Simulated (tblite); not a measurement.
**C4H10O4Si: geometry relaxation (part 4 of 4)**

The same run, continued: C4H10O4Si; GFN2-xTB geometry optimisation, gas phase (tblite 0.8.0). It belongs to a series of runs on one base structure; here: Si replaced by C.

Trajectory as extended XYZ, continued:
```
19
Properties=species:S:1:pos:R:3:forces:R:3 step=231 energy=-864.20633
C     2.4518   -0.7420    0.9424   -0.0160   0.0130   0.0160
O     2.2235    0.5433    0.4333   -0.0030   0.0100  -0.0120
Si    1.9876    1.0714   -1.0728    0.0170   0.0090   0.0030
O     0.6806    0.5845   -1.9209   -0.0030   0.0010  -0.0040
C    -0.6652    0.7621   -1.6617   -0.0070   0.0100  -0.0060
C    -1.1836   -0.1677   -0.5754    0.0120   0.0080   0.0000
O    -0.5526   -1.0391   -0.0442   -0.0130   0.0010  -0.0160
O    -2.4575    0.1193   -0.2901    0.0070  -0.0050  -0.0010
C    -3.0822   -0.6913    0.7007    0.0100   0.0030   0.0070
H     3.3488   -1.1752    0.4950   -0.0030  -0.0140  -0.0010
H     2.5943   -0.6503    2.0203    0.0000  -0.0080  -0.0020
H     1.5971   -1.3889    0.7388    0.0090   0.0010   0.0030
H     1.9177    2.4913   -0.7508   -0.0050  -0.0070  -0.0010
H     2.9709    0.6116   -2.0410   -0.0020  -0.0020  -0.0010
H    -1.2240    0.5476   -2.5819    0.0000  -0.0020   0.0110
H    -0.8879    1.7937   -1.3601    0.0020  -0.0100   0.0000
H    -2.4203   -0.8138    1.5599   -0.0010  -0.0060   0.0020
H    -3.9932   -0.1727    0.9878   -0.0040  -0.0090  -0.0090
H    -3.3156   -1.6747    0.2878   -0.0020   0.0060   0.0090
19
Properties=species:S:1:pos:R:3:forces:R:3 step=238 energy=-864.20666
C     2.4428   -0.7412    0.9423    0.0020   0.0130  -0.0050
O     2.2257    0.5445    0.4279   -0.0070  -0.0040  -0.0010
Si    1.9906    1.0733   -1.0782    0.0010  -0.0100   0.0030
O     0.6817    0.5868   -1.9244   -0.0050   0.0000  -0.0010
C    -0.6637    0.7635   -1.6614    0.0010  -0.0010  -0.0010
C    -1.1796   -0.1687   -0.5759    0.0020   0.0060  -0.0010
O    -0.5534   -1.0525   -0.0602    0.0000  -0.0080  -0.0070
O    -2.4478    0.1279   -0.2756   -0.0030  -0.0020  -0.0010
C    -3.0749   -0.6898    0.7080    0.0050  -0.0010  -0.0020
H     3.3540   -1.1711    0.5205   -0.0050  -0.0030   0.0010
H     2.5536   -0.6510    2.0239    0.0010  -0.0040   0.0000
H     1.5983   -1.3923    0.7128   -0.0060   0.0050   0.0050
H     1.9172    2.4920   -0.7536    0.0040   0.0000  -0.0030
H     2.9703    0.6111   -2.0489    0.0010   0.0040   0.0030
H    -1.2253    0.5461   -2.5792    0.0030   0.0060   0.0020
H    -0.8863    1.7949   -1.3604   -0.0030  -0.0070   0.0040
H    -2.4203   -0.8122    1.5727   -0.0050   0.0060  -0.0020
H    -3.9930   -0.1788    0.9860    0.0070   0.0000   0.0060
H    -3.2998   -1.6734    0.2910    0.0080  -0.0020   0.0000
19
Properties=species:S:1:pos:R:3:forces:R:3 step=244 energy=-864.20695
C     2.4268   -0.7441    0.9414    0.0020  -0.0090   0.0020
O     2.2080    0.5413    0.4279    0.0040  -0.0030   0.0090
Si    1.9883    1.0703   -1.0803    0.0060   0.0100  -0.0050
O     0.6788    0.5985   -1.9337    0.0020  -0.0020   0.0060
C    -0.6655    0.7722   -1.6635    0.0020  -0.0030   0.0040
C    -1.1750   -0.1645   -0.5796   -0.0050  -0.0190   0.0010
O    -0.5491   -1.0564   -0.0772   -0.0100   0.0050  -0.0130
O    -2.4394    0.1351   -0.2655    0.0030  -0.0060  -0.0020
C    -3.0598   -0.6916    0.7144    0.0030  -0.0010   0.0100
H     3.3514   -1.1633    0.5377   -0.0120   0.0020  -0.0010
H     2.5135   -0.6609    2.0260    0.0010   0.0130  -0.0080
H     1.5937   -1.4020    0.6912   -0.0030  -0.0010   0.0050
H     1.9305    2.4907   -0.7595   -0.0040   0.0010   0.0040
H     2.9701    0.6025   -2.0454    0.0030  -0.0060  -0.0030
H    -1.2307    0.5574   -2.5790   -0.0070  -0.0010  -0.0140
H    -0.8901    1.8010   -1.3577    0.0050   0.0160   0.0080
H    -2.4088   -0.8036    1.5829    0.0080   0.0030   0.0070
H    -3.9860   -0.1938    0.9894    0.0010  -0.0020  -0.0070
H    -3.2665   -1.6794    0.2977    0.0010   0.0030  -0.0020
19
Properties=species:S:1:pos:R:3:forces:R:3 step=251 energy=-864.20799
C     2.3710   -0.7554    0.9417   -0.0190  -0.0120   0.0010
O     2.1602    0.5337    0.4360   -0.0090   0.0180  -0.0110
Si    1.9780    1.0808   -1.0714   -0.0220   0.0010  -0.0100
O     0.6858    0.6117   -1.9539    0.0020   0.0060   0.0020
C    -0.6631    0.7712   -1.6912    0.0230   0.0300  -0.0170
C    -1.1662   -0.1803   -0.6185   -0.0090   0.0080  -0.0230
O    -0.5585   -1.1157   -0.1776    0.0300  -0.0410   0.0190
O    -2.4005    0.1575   -0.2353   -0.0190   0.0120  -0.0020
C    -3.0002   -0.6773    0.7503    0.0010  -0.0010  -0.0070
H     3.3232   -1.1518    0.5847    0.0160  -0.0130  -0.0040
H     2.3931   -0.6858    2.0296    0.0180   0.0070   0.0270
H     1.5659   -1.4255    0.6380   -0.0140   0.0030  -0.0110
H     1.8997    2.4960   -0.7334    0.0060   0.0040   0.0050
H     2.9829    0.6319   -2.0213   -0.0020  -0.0060   0.0010
H    -1.2187    0.5580   -2.6139    0.0000  -0.0020   0.0080
H    -0.8985    1.7963   -1.3789    0.0050  -0.0090  -0.0010
H    -2.3579   -0.7429    1.6297    0.0090  -0.0090   0.0160
H    -3.9489   -0.2118    1.0021   -0.0130  -0.0070  -0.0020
H    -3.1569   -1.6812    0.3504   -0.0030   0.0110   0.0090
19
Properties=species:S:1:pos:R:3:forces:R:3 step=257 energy=-864.20842
C     2.3491   -0.7593    0.9411   -0.0080   0.0140   0.0110
O     2.1367    0.5322    0.4400    0.0060   0.0010   0.0010
Si    1.9732    1.0850   -1.0676    0.0070  -0.0030   0.0070
O     0.6876    0.6241   -1.9624   -0.0030  -0.0010  -0.0080
C    -0.6616    0.7761   -1.7006   -0.0170   0.0010   0.0030
C    -1.1619   -0.1847   -0.6328    0.0140   0.0000   0.0020
O    -0.5576   -1.1316   -0.2105   -0.0040   0.0040  -0.0090
O    -2.3871    0.1617   -0.2275   -0.0010   0.0050   0.0090
C    -2.9791   -0.6753    0.7613   -0.0020  -0.0090  -0.0030
H     3.3047   -1.1513    0.5884    0.0140  -0.0100  -0.0160
H     2.3683   -0.6941    2.0300   -0.0040   0.0020   0.0050
H     1.5476   -1.4289    0.6278   -0.0130  -0.0060   0.0060
H     1.9038    2.4992   -0.7228   -0.0020   0.0020  -0.0030
H     2.9825    0.6289   -2.0089    0.0070   0.0010  -0.0040
H    -1.2160    0.5648   -2.6246    0.0020   0.0000   0.0090
H    -0.9017    1.7979   -1.3822   -0.0010  -0.0030   0.0000
H    -2.3413   -0.7271    1.6458    0.0010   0.0030  -0.0090
H    -3.9374   -0.2250    1.0054    0.0000   0.0090  -0.0030
H    -3.1194   -1.6833    0.3671    0.0030  -0.0100   0.0030
19
Properties=species:S:1:pos:R:3:forces:R:3 step=264 energy=-864.20947
C     2.3325   -0.7497    0.9461    0.0020  -0.0040  -0.0020
O     2.1451    0.5411    0.4334    0.0090   0.0170  -0.0080
Si    1.9863    1.0794   -1.0802    0.0050  -0.0040   0.0030
O     0.6860    0.6337   -1.9617   -0.0080   0.0020  -0.0030
C    -0.6585    0.7986   -1.6810   -0.0040  -0.0030   0.0030
C    -1.1595   -0.1820   -0.6318    0.0040  -0.0050  -0.0040
O    -0.5594   -1.1421   -0.2340    0.0070  -0.0060   0.0050
O    -2.3817    0.1605   -0.2147   -0.0120   0.0040  -0.0200
C    -2.9782   -0.6967    0.7538    0.0010   0.0100   0.0030
H     3.2503   -1.1895    0.5492   -0.0110   0.0070   0.0020
H     2.4125   -0.6673    2.0310   -0.0020  -0.0030   0.0040
H     1.4876   -1.3887    0.6860    0.0010  -0.0100   0.0090
H     1.9456    2.5000   -0.7579   -0.0010  -0.0040   0.0090
H     2.9858    0.5921   -2.0162   -0.0010  -0.0010  -0.0110
H    -1.2260    0.6155   -2.6028    0.0020   0.0060   0.0050
H    -0.8815    1.8152   -1.3354   -0.0020  -0.0030  -0.0030
H    -2.3518   -0.7491    1.6457    0.0020  -0.0030   0.0190
H    -3.9445   -0.2584    0.9879    0.0020  -0.0050   0.0040
H    -3.1005   -1.7034    0.3497    0.0070   0.0060  -0.0150
19
Properties=species:S:1:pos:R:3:forces:R:3 step=270 energy=-864.20984
C     2.3335   -0.7436    0.9531   -0.0010   0.0010   0.0030
O     2.1583    0.5403    0.4192    0.0040   0.0010   0.0070
Si    1.9936    1.0672   -1.0974   -0.0020  -0.0010   0.0000
O     0.6762    0.6417   -1.9637    0.0030  -0.0010  -0.0040
C    -0.6624    0.8177   -1.6648    0.0080   0.0010   0.0000
C    -1.1615   -0.1745   -0.6265   -0.0050   0.0030  -0.0050
O    -0.5577   -1.1338   -0.2325    0.0070  -0.0020   0.0030
O    -2.3879    0.1580   -0.2133   -0.0050   0.0040   0.0040
C    -2.9816   -0.7116    0.7457    0.0020  -0.0020   0.0020
H     3.2415   -1.2016    0.5552   -0.0040  -0.0010   0.0000
H     2.4255   -0.6441    2.0361    0.0000   0.0050  -0.0070
H     1.4783   -1.3773    0.7142    0.0020  -0.0010  -0.0040
H     1.9797    2.4902   -0.7818    0.0010  -0.0030   0.0020
H     2.9718    0.5584   -2.0444    0.0020   0.0000  -0.0010
H    -1.2434    0.6586   -2.5823   -0.0010   0.0000  -0.0020
H    -0.8694    1.8307   -1.2992   -0.0030   0.0010   0.0020
H    -2.3593   -0.7688    1.6409   -0.0030   0.0030  -0.0020
H    -3.9526   -0.2838    0.9799    0.0000  -0.0050   0.0000
H    -3.0923   -1.7142    0.3286   -0.0050  -0.0020   0.0030
```

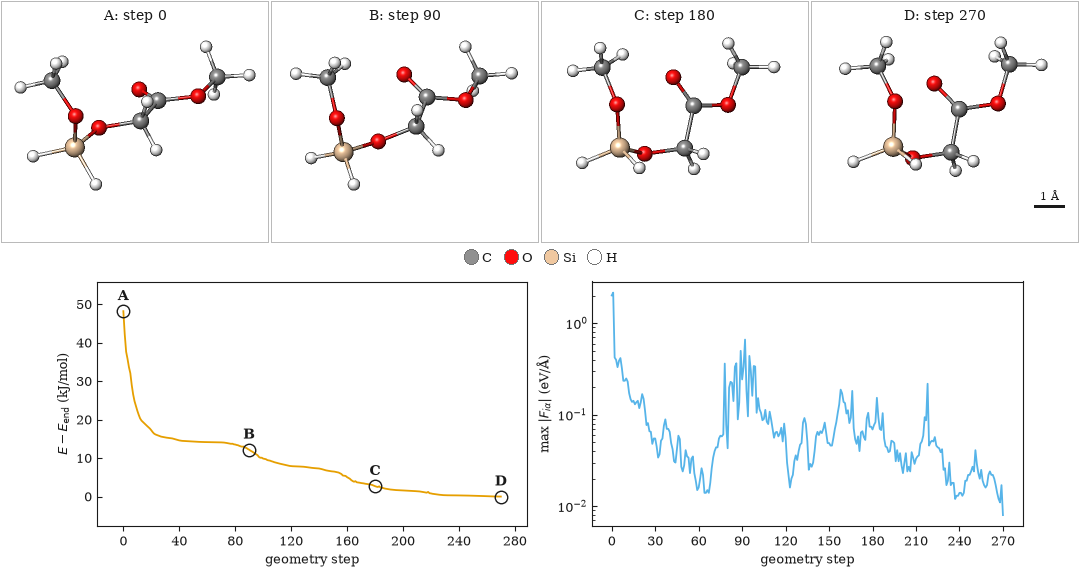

Fig. 1: Frames of the relaxation (ball-and-stick view, seen at a tilt) above the curves, on which the letters mark them (steps are counted from 0).

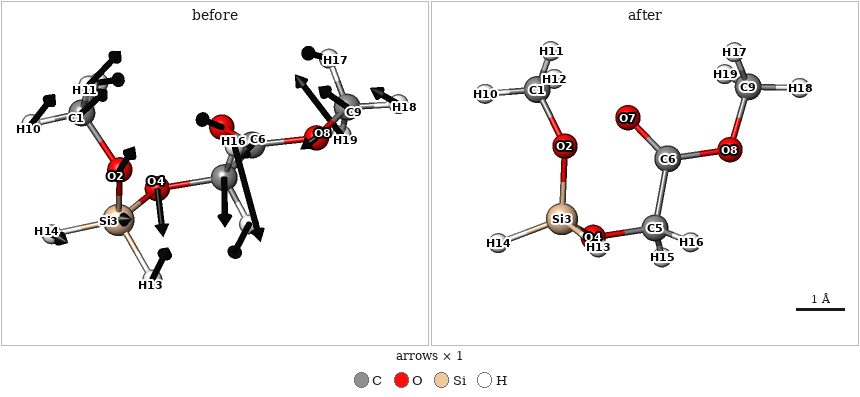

Fig. 2: Before (left) and after (right) the relaxation, at one scale (ball-and-stick view, seen at a tilt). The black arrows give the displacements, at true length. The largest move after the best rigid fit is that of H16, 2.15 Å. Largest moves by element: H 2.15 Å, O 1.37 Å, C 1.15 Å, Si 0.39 Å. Distances before and after: O4–C5 1.422 → 1.383 Å, C1–O2 1.435 → 1.401 Å, O2–Si3 1.647 → 1.614 Å, C6–O8 1.364 → 1.336 Å. Among the angles that change: C1–O2–Si3 117.8° → 132.1°, O4–Si3–H14 110.0° → 96.1°, O2–Si3–H13 108.6° → 96.7°. The energy falls by 48.2 kJ/mol in 270 geometry steps. The largest force component goes from 2 to 0.008 eV/Å. (Atoms are counted from 1 in the order of the input.)

This output came from the following input.

Input file:
```
{"job": {"kind": "relax", "xc": "GFN2-xTB", "basis": "xTB"}, "charge": 0, "multiplicity": 1}
C      3.239300     0.078900     0.905700
O      2.667900     1.105400     0.082500
Si     2.085300     0.668800    -1.394600
O      0.692300    -0.211700    -1.209500
C     -0.451300     0.425500    -0.654000
C     -1.620500    -0.539400    -0.472400
O     -1.603000    -1.735800    -0.711200
O     -2.686600     0.151700     0.023900
C     -3.840500    -0.670900     0.239200
H      4.092100    -0.387000     0.427900
H      3.571600     0.540300     1.836600
H      2.479300    -0.680700     1.165100
H      1.743500     1.898700    -2.152000
H      3.093300    -0.127500    -2.125800
H     -0.791000     1.224600    -1.343600
H     -0.220700     0.851300     0.336800
H     -3.631100    -1.439300     0.984300
H     -4.644900    -0.033600     0.624900
H     -4.184800    -1.110000    -0.696600
```

The first line tells a small driver script what to run in tblite; the rest is the geometry in Å.

Command:
```bash
OMP_NUM_THREADS=1 python <driver script> task.json out
```

Results in brief:

- outcome: converged
- total energy: −864.2098 eV
- hardware: 1 CPU thread, shared host
- wall time: 13 s (CPU time 6.5 s; the host was busy)
- peak memory: 0.18 GiB
